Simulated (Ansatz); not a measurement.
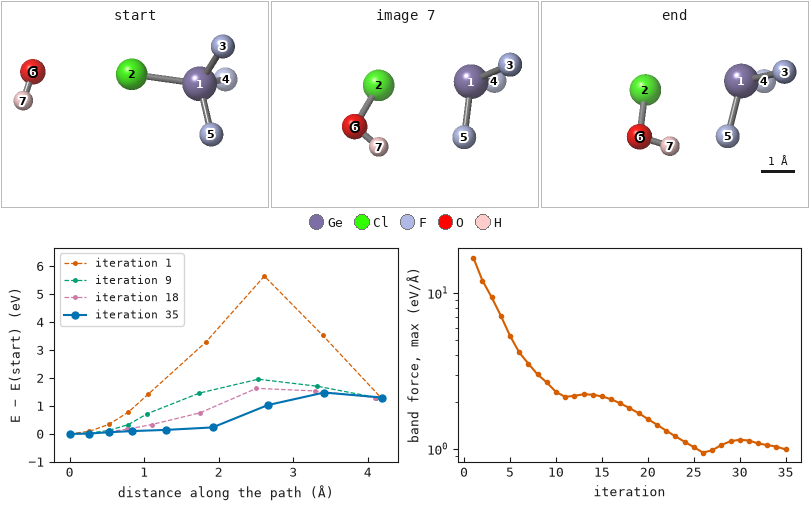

A nudged-elastic-band calculation for GeHOClF3 (multiplicity 2), made up at the start of GeClF3 and HO. Images are numbered from 0 (start) to 8 (end). The plot follows the band through its iterations. The picture is a ball-and-stick view, seen at a tilt.

Method: UKS B3LYP/def2-SVP (Ansatz). Settings: 7 movable images; climbing image; force threshold 0.03 eV/Å; iteration limit 35; optimiser L-BFGS; largest step 0.02 Å; starting path through a guess of the saddle point.

> How did the profile develop, and is the result final?

The result isn't final. The band hadn't converged when the run stopped after 35 iterations. The largest component of the band force went from 17 to 0.99 eV/Å. The barrier read from it is provisional, though the highest image hardly moved in the last two iterations. The step length is far from the usual. The first iteration put the highest image at 5.64 eV. The energy climbs by 1.48 eV to image 7 and then falls by 0.18 eV, so the end point sits at +1.30 eV.

Limits of the set-up: the start holds two separate molecules, 3.0 Å apart at their closest, whose relative position is a soft coordinate and is computed without a dispersion correction.
